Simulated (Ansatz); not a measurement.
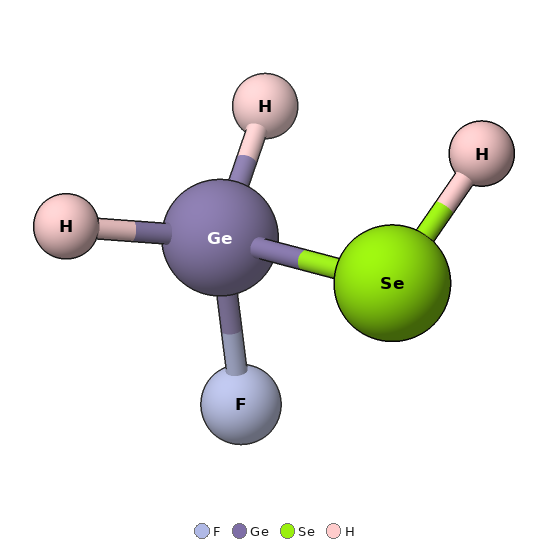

Starting geometry of the run.

The calculation was set up as follows.

```yaml
crystal:
  periodic: [false, false, false]
  atoms:
    - {symbol: F, position_ang: [-1.704250, -0.360098, 0.398420]}
    - {symbol: Ge, position_ang: [-0.283133, 0.111631, -0.490446]}
    - {symbol: Se, position_ang: [1.052168, 0.672150, 1.337647]}
    - {symbol: H, position_ang: [0.288402, -1.071959, -1.276986]}
    - {symbol: H, position_ang: [-0.534177, 1.383816, -1.304959]}
    - {symbol: H, position_ang: [2.065537, -0.329313, 0.981767]}
basis:
  gaussian: {orbitals: def2-TZVPP}
correlation: {method: ccsd_t}
```

Output:

```
Functional definition: HF
  name "HF"
  cite "Fock, Z. Phys. 61, 126 (1930) doi:10.1007/BF01340294"
  parent pbe
  exchange = exact_x
  correlation = 0
1078 factors; integrals over basis functions are off by at most 8.5e-4 eV
mean field evaluation 1: about -124530.6214 eV, gradient 3.1e1 eV
mean field evaluation 2: about -124530.7588 eV, gradient 3.1e1 eV
mean field evaluation 4: about -124532.8649 eV, gradient 2.4e0 eV
mean field evaluation 8: about -124532.9031 eV, gradient 2.5e-1 eV
mean field evaluation 16: about -124530.6215 eV, gradient 3.1e1 eV
mean field -124532.90348279 eV, -4576.4997915588 hartree, gradient 2.3e-6 eV, S^2 0.000000; 0 other end points of the search recorded, 0 dependent functions left out
19 core orbitals not correlated: weight in the atoms' cores, before any rotation towards them, 1.000 or more for the frozen orbitals, at most 0.000 for the correlated occupied ones
reference -124532.90348279 eV, -4576.4997915588 hartree; 20, 20 occupied and 130, 130 virtual orbitals, 1078 factors
second order -21.29569277 eV of doubles, -0.00000000 eV of singles
cycle   1  -21.00326708 eV  change    2.9e-1 eV  update   1.0e-1
cycle   2  -21.58072101 eV  change   -5.8e-1 eV  update   3.1e-2
cycle   3  -21.68276393 eV  change   -1.0e-1 eV  update   1.6e-2
cycle   4  -21.66668011 eV  change    1.6e-2 eV  update   3.7e-3
cycle   5  -21.66451641 eV  change    2.2e-3 eV  update   1.5e-3
cycle   6  -21.66525492 eV  change   -7.4e-4 eV  update   4.8e-4
cycle   7  -21.66498355 eV  change    2.7e-4 eV  update   1.9e-4
cycle   8  -21.66490039 eV  change    8.3e-5 eV  update   6.6e-5
cycle   9  -21.66493367 eV  change   -3.3e-5 eV  update   2.9e-5
perturbative correction -0.73004273 eV, -0.0268285753 hartree
Total energy: -124555.29845918 eV, -4577.3227917613 hartree
```
